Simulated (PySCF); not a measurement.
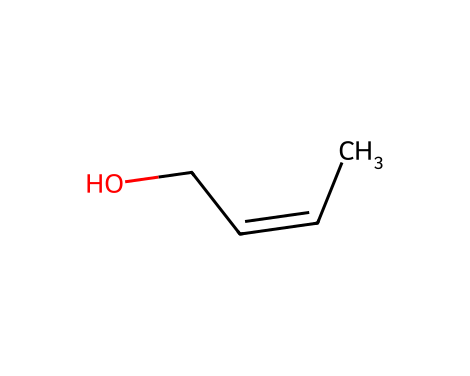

A structural formula.

Give its SMILES.

Answer. C/C=C\CO

What is the molecular formula?

Answer. C4H8O.

An optimisation with GFN2-xTB gave a structure of which point group?

Answer. C1. Other conformers may differ.

More results for the same structure follow; atom numbers are the same in all pictures, views and colours differ. The computed structure is the end point of a GFN2-xTB optimisation. No frequency run is at hand to confirm it as a minimum.

### Geometry

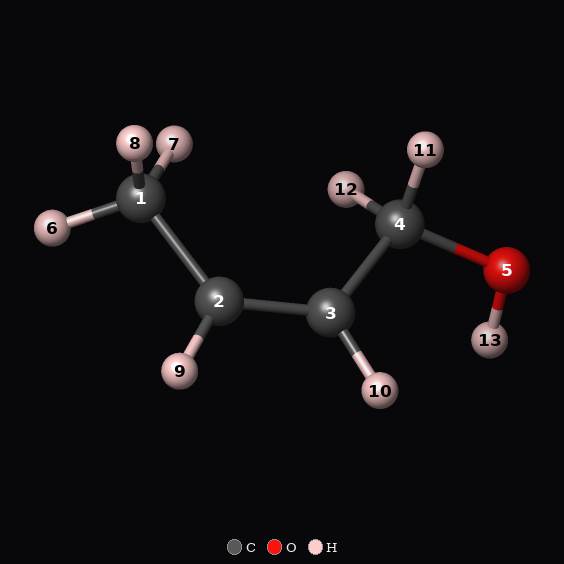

Numbered structure. No frequency run is at hand to confirm it as a minimum.

Give the bond lengths.

```tsv
bond	length (Å)	order
C1–C2	1.493	single
C1–H6	1.089	single
C1–H7	1.086	single
C1–H8	1.090	single
C2–C3	1.324	double
C2–H9	1.082	single
C3–C4	1.503	single
C3–H10	1.082	single
C4–O5	1.409	single
C4–H11	1.095	single
C4–H12	1.102	single
O5–H13	0.963	single
```

### Electronic properties

No frequency run is at hand to confirm it as a minimum. Method: PBE0/def2-SVPD, gas phase (PySCF 2.14.0). Excitations: vertical, linear response.

Estimate the dipole moment.

Answer. 1.83 D.

What is the HOMO–LUMO gap?

Answer. 7.39 eV.

What is the lowest vertical singlet excitation?

Answer. 6.60 eV.

Estimate the brightest of the 6 lowest singlets.

Answer. 7.20 eV.

### NMR shielding

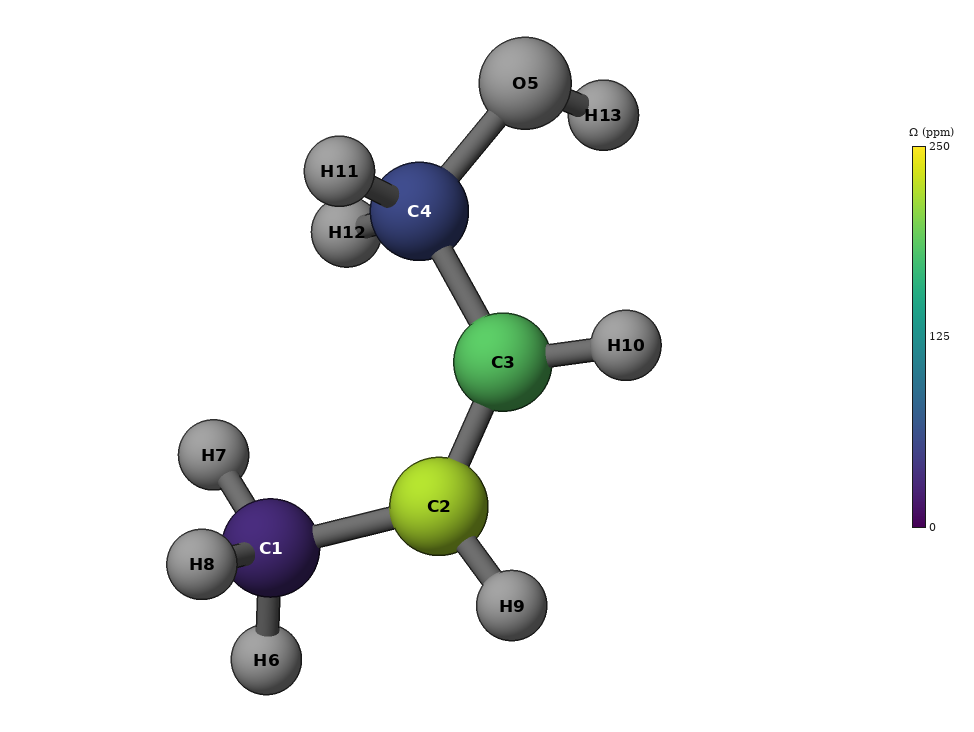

The C atoms are coloured by the span of their shielding tensor. No frequency run is at hand to confirm it as a minimum. Method: GIAO PBE0/pcSseg-1 NMR shielding, non-relativistic, gas phase (PySCF 2.14.0). Principal shieldings σ11 ≤ σ22 ≤ σ33, span Ω = σ33 − σ11, skew κ = 3(σiso − σ22)/Ω.

Which C atom has the most anisotropic shielding?

Answer. C2, with a span of 220 ppm.

Give the shielding tensors of the C atoms.

```json
{"atom": "C1", "σ11": "154.5", "σ22": "171.2", "σ33": "184.8", "σiso": "170.2", "Ω": "30.3", "κ": "−0.10"}
{"atom": "C2", "σ11": "−57.8", "σ22": "59.9", "σ33": "162.5", "σiso": "54.9", "Ω": "220.3", "κ": "−0.07"}
{"atom": "C3", "σ11": "−59.6", "σ22": "67.9", "σ33": "126.1", "σiso": "44.8", "Ω": "185.7", "κ": "−0.37"}
{"atom": "C4", "σ11": "99.9", "σ22": "108.7", "σ33": "156.1", "σiso": "121.6", "Ω": "56.2", "κ": "0.69"}
```

Shieldings and span in ppm.

### Charges

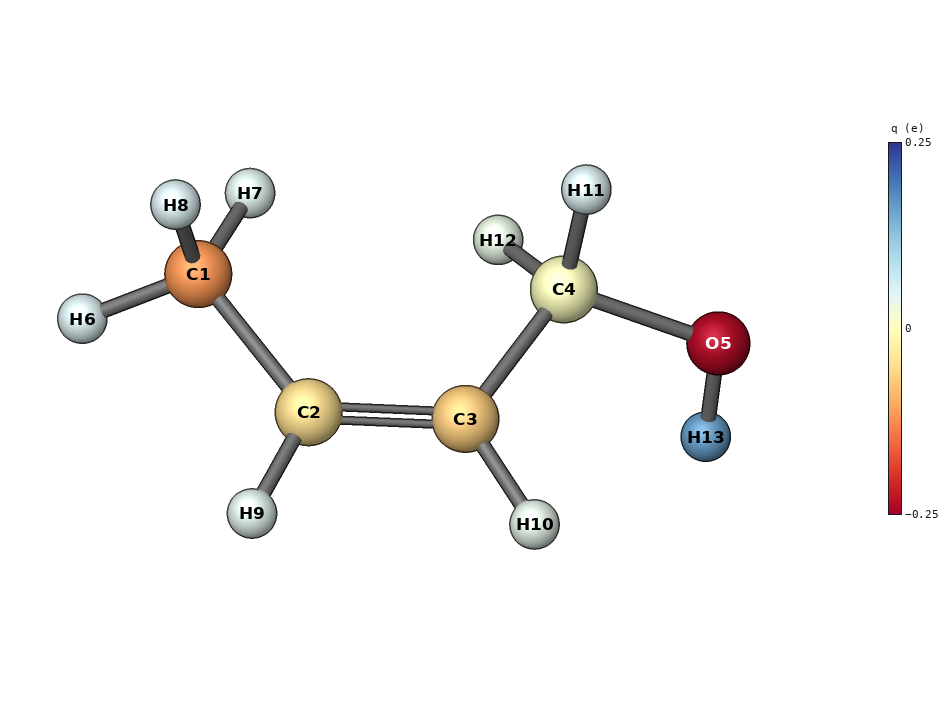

Atoms are coloured by their Hirshfeld charges. No frequency run is at hand to confirm it as a minimum. Properties computed with PBE0/pcSseg-1, gas phase (PySCF 2.14.0).

List the Hirshfeld charges.

```json
{"atom": "C1", "value (e)": "−0.12"}
{"atom": "C2", "value (e)": "−0.05"}
{"atom": "C3", "value (e)": "−0.07"}
{"atom": "C4", "value (e)": "0.00"}
{"atom": "O5", "value (e)": "−0.23"}
{"atom": "H6", "value (e)": "0.05"}
{"atom": "H7", "value (e)": "0.04"}
{"atom": "H8", "value (e)": "0.05"}
{"atom": "H9", "value (e)": "0.04"}
{"atom": "H10", "value (e)": "0.04"}
{"atom": "H11", "value (e)": "0.05"}
{"atom": "H12", "value (e)": "0.03"}
{"atom": "H13", "value (e)": "0.16"}
```
